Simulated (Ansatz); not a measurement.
## Geometry relaxation, with input and output: C₃H₇FSn (part 2 of 2)

Continued. System: C₃H₇FSn. Method: RKS PBE-D4/def2-SVP (Ansatz 0.2.0). The geometry: force-field start.

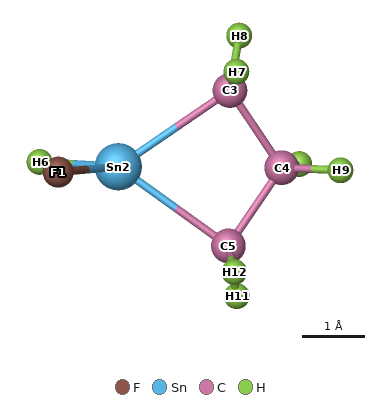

**Figure 1.** The geometry at step 11 of the log (ball-and-stick view, seen at a tilt; atoms are numbered from 1 in the order of the input).

Trajectory as extended XYZ, continued
```
12
Properties=species:S:1:pos:R:3:forces:R:3 step=6 energy=-11761.61744
F    -2.5226   -1.0624    1.0692    0.0221   0.0191  -0.0061
Sn   -1.2226    0.4036    0.8096   -0.0263  -0.0682  -0.0032
C     0.8314   -0.3536    0.9480    0.0257  -0.0161  -0.0894
C     0.9931   -0.1886   -0.5989   -0.0973   0.0427   0.0370
C    -0.3579    0.3215   -1.2039    0.1047  -0.0307  -0.0235
H    -1.9710    1.7304    1.6376   -0.0162   0.0537   0.0259
H     0.8630   -1.4016    1.3037   -0.0107  -0.0185   0.0043
H     1.5342    0.2457    1.5562    0.0316   0.0210   0.0355
H     1.2867   -1.1526   -1.0646    0.0071   0.0065   0.0011
H     1.8092    0.5300   -0.8249   -0.0257  -0.0122   0.0116
H    -0.2897    1.2847   -1.7462   -0.0117  -0.0027  -0.0095
H    -0.8770   -0.4123   -1.8518   -0.0034   0.0053   0.0165
12
Properties=species:S:1:pos:R:3:forces:R:3 step=7 energy=-11761.61978
F    -2.5040   -1.0567    1.0593    0.0065   0.0289   0.0052
Sn   -1.2148    0.4207    0.8105   -0.0667  -0.0187   0.0351
C     0.8302   -0.3585    0.9463    0.0404  -0.0249   0.0066
C     0.9926   -0.1764   -0.5959    0.0340   0.0046   0.0005
C    -0.3571    0.3164   -1.2041   -0.0048   0.0014  -0.0639
H    -1.9707    1.7459    1.6427    0.0017   0.0145   0.0040
H     0.8274   -1.4133    1.2868   -0.0008   0.0145  -0.0136
H     1.5508    0.2108    1.5660   -0.0172  -0.0153  -0.0068
H     1.3119   -1.1282   -1.0707    0.0076   0.0075  -0.0019
H     1.7952    0.5606   -0.8074   -0.0099   0.0047   0.0064
H    -0.2974    1.2612   -1.7796   -0.0056  -0.0188   0.0121
H    -0.8874   -0.4375   -1.8200    0.0147   0.0015   0.0164
12
Properties=species:S:1:pos:R:3:forces:R:3 step=8 energy=-11761.62250
F    -2.4863   -1.0281    1.0562   -0.0274   0.0371   0.0261
Sn   -1.2011    0.4534    0.8130   -0.1090  -0.0591   0.0417
C     0.8248   -0.3765    0.9411    0.1105  -0.0285   0.1511
C     0.9973   -0.1502   -0.5913    0.1916  -0.0450  -0.0557
C    -0.3591    0.2976   -1.2064   -0.1173   0.0632  -0.1398
H    -1.9587    1.7799    1.6484    0.0279  -0.0101  -0.0184
H     0.7710   -1.4455    1.2438   -0.0082   0.1280  -0.0412
H     1.5675    0.1397    1.5885   -0.0992  -0.0930  -0.1077
H     1.3745   -1.0727   -1.0874   -0.0030   0.0667   0.0181
H     1.7651    0.6331   -0.7677   -0.0307  -0.0184   0.0082
H    -0.3238    1.2119   -1.8353    0.0166  -0.0973   0.0521
H    -0.8943   -0.4975   -1.7689    0.0484   0.0563   0.0656
12
Properties=species:S:1:pos:R:3:forces:R:3 step=9 energy=-11761.62543
F    -2.5001   -1.0015    1.0704   -0.0153   0.0459   0.0225
Sn   -1.1977    0.4632    0.8141   -0.0668   0.0045   0.0333
C     0.8209   -0.3907    0.9349    0.1673  -0.1150   0.2561
C     1.0066   -0.1221   -0.5880    0.2818  -0.0760  -0.1056
C    -0.3595    0.2821   -1.2078   -0.2001   0.0360  -0.2422
H    -1.9315    1.8064    1.6436    0.0169  -0.0141  -0.0142
H     0.7183   -1.4706    1.2024    0.0467   0.2518  -0.0880
H     1.5844    0.0739    1.6051   -0.2273  -0.1472  -0.1922
H     1.4372   -1.0153   -1.1039   -0.0400   0.1652   0.0682
H     1.7399    0.7051   -0.7311   -0.1058  -0.1052   0.0222
H    -0.3436    1.1656   -1.8866   -0.0017  -0.1957   0.1483
H    -0.8980   -0.5509   -1.7191    0.1441   0.1500   0.0917
12
Properties=species:S:1:pos:R:3:forces:R:3 step=10 energy=-11761.63207
F    -2.5278   -0.9612    1.0990   -0.0118   0.0496   0.0232
Sn   -1.1958    0.4723    0.8161   -0.0678  -0.1407  -0.0148
C     0.8129   -0.4115    0.9277    0.2343  -0.0725   0.2250
C     1.0159   -0.1013   -0.5858    0.1810  -0.0604  -0.0870
C    -0.3647    0.2586   -1.2082   -0.0899   0.0659  -0.2635
H    -1.9027    1.8331    1.6362    0.0287   0.0065  -0.0148
H     0.7066   -1.4997    1.1584   -0.0004   0.2707  -0.0650
H     1.5733    0.0274    1.6172   -0.1897  -0.1424  -0.1870
H     1.4906   -0.9642   -1.1173   -0.0600   0.1897   0.0892
H     1.7150    0.7619   -0.7000   -0.1431  -0.1527   0.0300
H    -0.3704    1.1299   -1.9029    0.0088  -0.2061   0.1267
H    -0.8760   -0.6004   -1.7064    0.1100   0.1924   0.1381
12
Properties=species:S:1:pos:R:3:forces:R:3 step=11 energy=-11761.65033
F    -2.6039   -0.8866    1.1679   -0.0505  -0.0509   0.0105
Sn   -1.1983    0.4490    0.8105    0.0057   0.0300   0.0060
C     0.8087   -0.4475    0.9171   -0.0453  -0.0201  -0.0248
C     1.0170   -0.0577   -0.5719    0.1356   0.0163  -0.0684
C    -0.3687    0.2226   -1.2149   -0.0073  -0.0380   0.0339
H    -1.8092    1.8726    1.5932   -0.0020   0.0405   0.0156
H     0.6844   -1.5383    1.0764   -0.0305   0.0069  -0.0181
H     1.5692   -0.0717    1.6270   -0.0098   0.0232   0.0121
H     1.5810   -0.8377   -1.1288    0.0291  -0.0098  -0.0173
H     1.6340    0.8648   -0.6225   -0.0104  -0.0076   0.0025
H    -0.4026    1.0499   -1.9486   -0.0153   0.0221   0.0174
H    -0.8348   -0.6745   -1.6715    0.0007  -0.0125   0.0306
12
Properties=species:S:1:pos:R:3:forces:R:3 step=12 energy=-11761.31083 accepted=F
F    -2.6592   -0.8905    1.1843    0.0732   0.1621   0.0341
Sn   -1.2599    0.4706    0.8560    0.7913  -0.4352  -0.6664
C     0.7549   -0.4395    0.8395    1.3065  -0.1022   1.0143
C     1.1176   -0.0646   -0.6283   -1.7494   0.3139   1.0138
C    -0.3338    0.1758   -1.1410   -0.1614   0.6649  -1.3786
H    -1.8166    1.9245    1.6242   -0.0222  -0.1173  -0.0257
H     0.6244   -1.5279    1.0002   -0.0053  -0.0480   0.0093
H     1.4742   -0.0551    1.5879    0.1393  -0.2294   0.1761
H     1.7051   -0.8254   -1.1860   -0.2230  -0.1375   0.0739
H     1.7056    0.8751   -0.6616   -0.0610   0.0325   0.0581
H    -0.4388    1.0236   -1.8439   -0.0459  -0.0784  -0.3095
H    -0.7966   -0.7217   -1.5973   -0.0420  -0.0253   0.0005
12
Properties=species:S:1:pos:R:3:forces:R:3 step=13 energy=-11761.65351
F    -2.6166   -0.8727    1.1780   -0.0063  -0.0067   0.0011
Sn   -1.1987    0.4516    0.8110    0.0254  -0.0247  -0.0196
C     0.8063   -0.4545    0.9083   -0.0162   0.0099   0.0158
C     1.0281   -0.0461   -0.5743   -0.0140  -0.0068   0.0051
C    -0.3647    0.2111   -1.2132   -0.0194   0.0129   0.0111
H    -1.7920    1.8855    1.5899   -0.0016   0.0260   0.0079
H     0.6639   -1.5452    1.0496   -0.0049  -0.0102  -0.0169
H     1.5603   -0.0960    1.6341    0.0126   0.0032  -0.0039
H     1.6119   -0.8091   -1.1357    0.0048  -0.0028  -0.0045
H     1.6253    0.8890   -0.6104   -0.0008   0.0142   0.0045
H    -0.4211    1.0301   -1.9548    0.0125   0.0024  -0.0063
H    -0.8257   -0.6986   -1.6487    0.0079  -0.0175   0.0058
12
Properties=species:S:1:pos:R:3:forces:R:3 step=14 energy=-11761.65359
F    -2.6512   -0.8345    1.2095    0.0203   0.0227  -0.0032
Sn   -1.1990    0.4446    0.8099   -0.0095   0.0186   0.0096
C     0.8006   -0.4779    0.9001   -0.0389   0.0117  -0.0439
C     1.0291   -0.0172   -0.5653    0.0532   0.0148  -0.0387
C    -0.3678    0.1862   -1.2144    0.0275  -0.0082   0.0404
H    -1.7314    1.9218    1.5651    0.0017  -0.0466  -0.0134
H     0.6444   -1.5717    0.9935   -0.0066  -0.0170  -0.0131
H     1.5558   -0.1594    1.6411    0.0331   0.0269   0.0248
H     1.6673   -0.7288   -1.1419   -0.0549   0.0484   0.0473
H     1.5735    0.9544   -0.5613   -0.0355  -0.0784  -0.0041
H    -0.4445    0.9783   -1.9817    0.0055   0.0281  -0.0096
H    -0.7998   -0.7507   -1.6208    0.0040  -0.0211   0.0040
12
Properties=species:S:1:pos:R:3:forces:R:3 step=15 energy=-11761.65460
F    -2.6361   -0.8489    1.1969    0.0084   0.0021  -0.0045
Sn   -1.1984    0.4491    0.8101   -0.0022  -0.0030   0.0028
C     0.8027   -0.4668    0.9036    0.0072   0.0010   0.0023
C     1.0294   -0.0297   -0.5697   -0.0206   0.0013   0.0056
C    -0.3662    0.1976   -1.2137    0.0097  -0.0004  -0.0026
H    -1.7625    1.9032    1.5785    0.0048  -0.0019  -0.0040
H     0.6513   -1.5603    1.0162   -0.0012   0.0084  -0.0078
H     1.5598   -0.1315    1.6380   -0.0090  -0.0016  -0.0117
H     1.6423   -0.7645   -1.1388   -0.0036  -0.0012   0.0015
H     1.5975    0.9248   -0.5840   -0.0034  -0.0024   0.0015
H    -0.4328    1.0013   -1.9717    0.0031  -0.0054   0.0085
H    -0.8102   -0.7293   -1.6317    0.0070   0.0031   0.0084
```

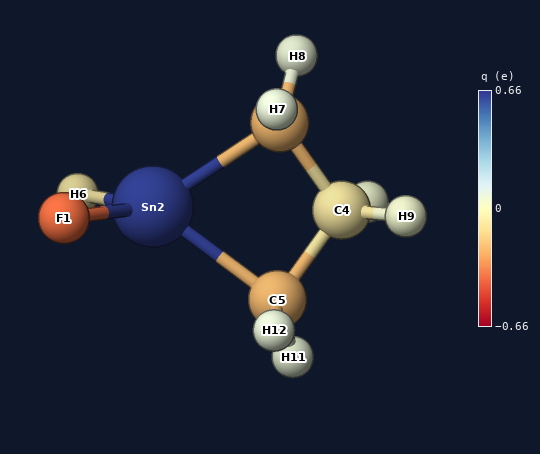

**Figure 2.** Mulliken charges, as the colour of each atom (ball-and-stick view, seen at a tilt; atoms are numbered from 1 in the order of the input). By element: F −0.38, Sn +0.62, C −0.21 to −0.08 and H −0.08 to +0.07 e.

This output came from the following input.

Input file
```yaml
crystal:
  periodic: [false, false, false]
  atoms:
    - {symbol: F, position_ang: [-2.506800, -1.225700, 1.032700]}
    - {symbol: Sn, position_ang: [-1.313300, 0.291700, 0.807100]}
    - {symbol: C, position_ang: [0.692700, -0.340500, 0.862000]}
    - {symbol: C, position_ang: [1.075100, -0.193200, -0.624400]}
    - {symbol: C, position_ang: [-0.360000, 0.283300, -1.121100]}
    - {symbol: H, position_ang: [-1.655000, 1.880900, 1.498200]}
    - {symbol: H, position_ang: [0.838300, -1.392500, 1.223400]}
    - {symbol: H, position_ang: [1.387300, 0.368500, 1.472600]}
    - {symbol: H, position_ang: [1.262400, -1.167800, -1.033600]}
    - {symbol: H, position_ang: [1.797900, 0.549400, -0.793600]}
    - {symbol: H, position_ang: [-0.315700, 1.314000, -1.510500]}
    - {symbol: H, position_ang: [-0.826000, -0.423100, -1.778900]}
basis:
  gaussian: {orbitals: def2-SVP}
hamiltonian: {xc: pbe, dispersion: d4}
relax: {f_tol: 0.03, max_steps: 200}
```

Launch command:
```bash
ansatz run in.yaml --threads 4 --pin off --events-out ev --progress --plain --max-ram 10444MiB
```

Summary

- outcome: converged
- total energy: −11761.6546 eV
- mean-field energy: −11761.3986 eV
- dispersion energy: −0.2560 eV
- SCF solution under orbital rotations: stable
- largest force (length of the vector) at the end: 0.021 eV/Å
- dipole moment: 2.81 D
- hardware: 4 threads of Arm Neoverse V2, 23 GiB of memory available, shared host
- wall time: 20 s (CPU time 70 s)
- peak memory: 0.17 GiB
